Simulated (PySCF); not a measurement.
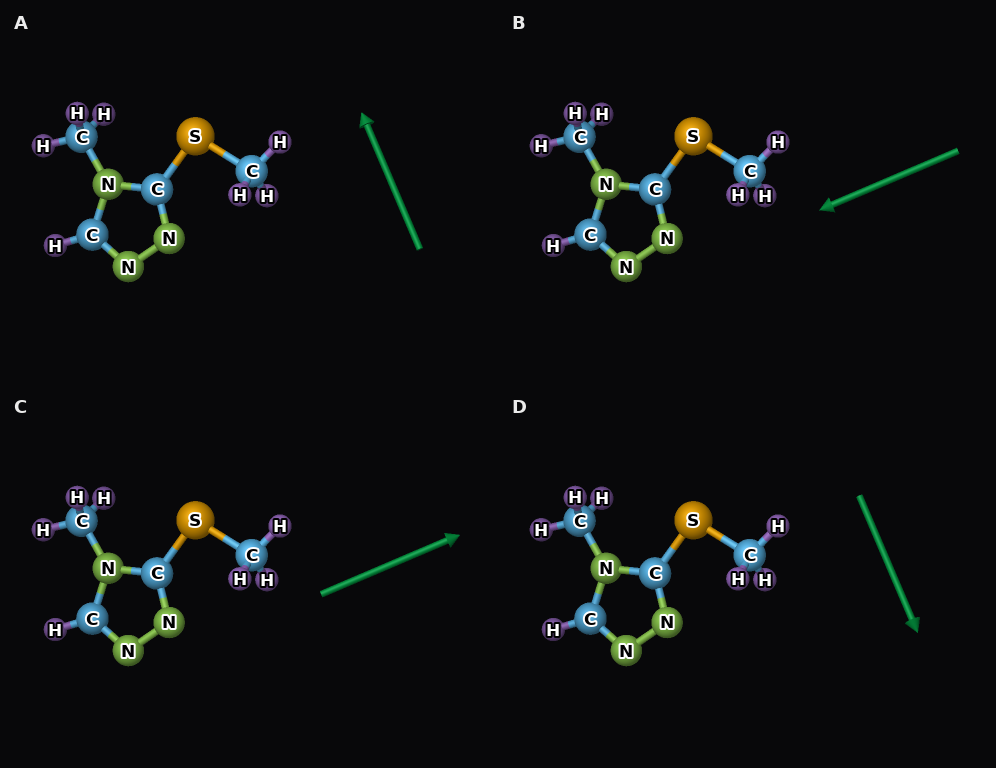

The same molecule four times, each with an arrow. The computed structure is the end point of a GFN2-xTB optimisation. No frequency run is at hand to confirm it as a minimum. Method: PBE0/def2-SVPD, gas phase (PySCF 2.14.0).

**Which arrow points along the dipole moment, from the negative to the positive end?**

A. The dipole moment is 4.33 D.
